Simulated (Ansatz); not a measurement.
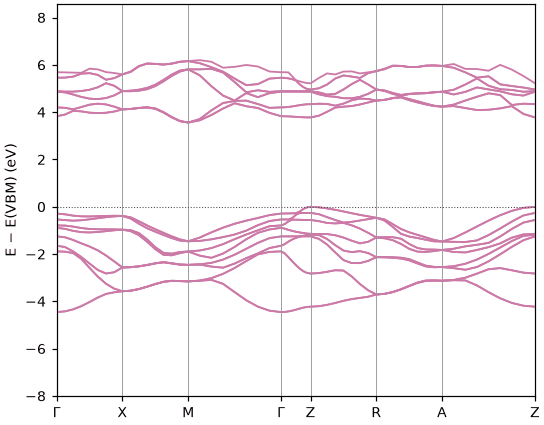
Fig. 1. Band structure from DFT-r²SCAN+D4 with spin–orbit coupling in the program Ansatz with PAW potentials

Q: Read off the gap and where the band edges lie.

A: About 3.6 eV (3.56 eV by a search for the band edges); maximum at Z, minimum at M.

The material is CaHI in space group P4/nmm (No. 129; Ca on 2c, H on 2a, I on 2c).

The first step of the workflow began from a Materials Project structure, measured or hypothetical; the Crystallography Open Database files this formula in space group No. 129, but the cells were not matched. Its standing as an ambient phase is unchecked. The r²SCAN+D4 relaxation kept the symmetry of its start; its stability against distortions is not shown here.

Potentials: the later of the program's two PAW sets.
